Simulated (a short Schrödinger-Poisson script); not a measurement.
System: symmetric double-gate stack, SiO2 on p-type Ge(111), at 300 K.

```
layer  material  thickness (nm)  Na (cm⁻³)
-----  --------  --------------  ---------
1          SiO2             1.7          -
2            Ge               2       1e17
3          SiO2             1.7          -
```

Constants are typed, rounded textbook-type inputs, not results; the design itself was drawn at random and stands for no fabricated device. SiO2: permittivity 3.9, conduction-band edge (eV) 3.1, gap (eV) 9, electron mass (mₑ) 0.5. Ge: permittivity 16, conduction-band edge (eV) 0, gap (eV) 0.664, Nv at 300 K (cm⁻³) 6e18.

Channel valleys (confinement mass, in-plane density-of-states mass, number): L1 1.59, 0.08, 1; L3 0.09, 0.34, 3. At the gates, both at one voltage, the conduction-band edge of layer 1 lies 3.38 eV − eVg above the Fermi level of the channel. Gaps are held at their typed values at every temperature. Mesh 0.03 nm at interfaces.

Solved with a short Schrödinger-Poisson script written for these runs: 1D Poisson equation in equilibrium, electrons quantum, Hartree (BenDaniel-Duke, 12 states a valley, the channel's in-plane mass for all, wave functions free to enter the dielectric), parabolic valleys, classical holes, full ionisation, no traps, pinning or gate leakage.

Only gate voltages with over 1e8 electrons/cm² are shown.

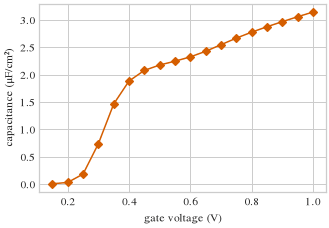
Figure: Quasi-static capacitance against gate voltage

| Vg (V) | electrons (cm⁻²) | C (μF/cm²) | L1 E0 (meV) | L1 E1 (meV) | L3 E0 (meV) | L3 E1 (meV) |
|---|---|---|---|---|---|---|
| 0.15 | 6.87e8 | 0.00434 | 184.5 | 345.0 | 464.1 | 1751.3 |
| 0.2 | 4.71e9 | 0.0294 | 134.7 | 295.2 | 414.2 | 1701.5 |
| 0.25 | 3.08e10 | 0.181 | 85.8 | 246.3 | 365.3 | 1652.5 |
| 0.3 | 1.60e11 | 0.736 | 41.3 | 201.7 | 320.7 | 1607.7 |
| 0.35 | 5.05e11 | 1.46 | 6.1 | 166.1 | 285.2 | 1571.7 |
| 0.4 | 1.03e12 | 1.88 | -21.4 | 138.3 | 257.4 | 1543.2 |
| 0.45 | 1.65e12 | 2.08 | -45.0 | 114.3 | 233.4 | 1518.3 |
| 0.5 | 2.32e12 | 2.17 | -66.7 | 92.1 | 211.3 | 1495.3 |
| 0.55 | 3.01e12 | 2.24 | -87.3 | 70.9 | 190.2 | 1473.2 |
| 0.6 | 3.72e12 | 2.32 | -107.0 | 50.7 | 170.0 | 1452.1 |
| 0.65 | 4.46e12 | 2.42 | -125.6 | 31.6 | 151.0 | 1432.0 |
| 0.7 | 5.23e12 | 2.55 | -142.8 | 13.9 | 133.3 | 1413.4 |
| 0.75 | 6.05e12 | 2.67 | -158.4 | -2.2 | 117.3 | 1396.3 |
| 0.8 | 6.90e12 | 2.77 | -172.5 | -16.8 | 102.6 | 1380.6 |
| 0.85 | 7.78e12 | 2.87 | -185.3 | -30.1 | 89.3 | 1366.2 |
| 0.9 | 8.69e12 | 2.97 | -196.9 | -42.3 | 77.2 | 1353.0 |
| 0.95 | 9.63e12 | 3.06 | -207.3 | -53.2 | 66.3 | 1341.0 |
| 1 | 1.06e13 | 3.14 | -216.6 | -63.0 | 56.5 | 1330.0 |

Subbands count from the Fermi level. The capacitance is that of both gates.

Only the L valleys are kept; under strong confinement the Δ valleys of Ge fill too.
